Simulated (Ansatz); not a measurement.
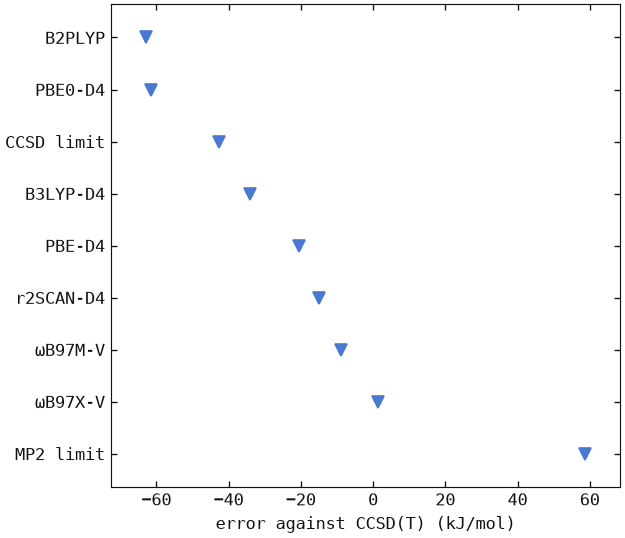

Error in the electronic atomisation energy (method less reference, so positive means overbinding) of CH₆F₂Si₂, SMILES F[SiH](F)C[SiH3]: functionals in def2-TZVPP against frozen-core CCSD(T) at the limit (MP2 extrapolated from triple and quadruple zeta, plus CCSD(T) less MP2 in a smaller set), which gives 4042.5 kJ/mol, at a PBE0-D4/def2-TZVP geometry (no frequency check), no zero-point or spin-orbit term, the Ansatz code. The reference leaves out core correlation, a term that grows with the number of heavy atoms. B2PLYP holds a correlation term that converges slowly with the basis, so part of the distance to the limit is basis error. No dispersion term is added to B2PLYP. Limit means the basis limit.

> Which of these levels overbind, and which underbind?

Overbind: MP2 limit. Underbind: B2PLYP, PBE0-D4, CCSD limit and B3LYP-D4. Within 25 kJ/mol of zero, too close to call in view of what the reference leaves out: PBE-D4, r2SCAN-D4, ωB97M-V and ωB97X-V.

> Give the values.

| level | kJ/mol |
| --- | --- |
| B2PLYP | −62.9 |
| PBE0-D4 | −61.5 |
| CCSD limit | −42.6 |
| B3LYP-D4 | −34.1 |
| PBE-D4 | −20.5 |
| r2SCAN-D4 | −15.1 |
| ωB97M-V | −9.0 |
| ωB97X-V | 1.4 |
| MP2 limit | 58.7 |

Limits of at least one run: one conformer of a flexible molecule.
